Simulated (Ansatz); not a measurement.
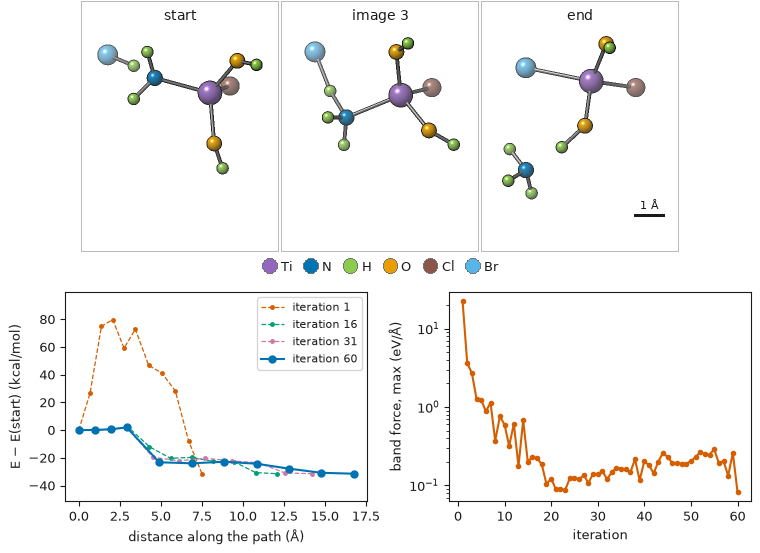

A search for the minimum-energy path of TiNH5O2BrCl by the nudged elastic band. Images are numbered from 0 (start) to 10 (end). The plot follows the band through its iterations. The picture is a ball-and-stick view, seen at a tilt.

Method: Ansatz, RKS PBE/def2-SVP. Settings: 9 movable images; climbing image; force threshold 0.03 eV/Å; iteration limit 60; starting path through a guess of the saddle point.

> Did the band converge, and can the barrier be trusted?

The result isn't final. The band hadn't converged when the run stopped after 60 iterations. The largest component of the band force went from 22 to 0.082 eV/Å. The barrier read from it is provisional, though the highest image hardly moved in the last two iterations. The first iteration put the highest image at 79.8 kcal/mol. The highest point, image 3, lies 2.0 kcal/mol above the start and 33.4 kcal/mol above the end; the end is at −31.4 kcal/mol relative to the start.

Cost: 23 min on 4 threads of Arm Neoverse V1, on a shared host, peak memory 0.26 GiB.
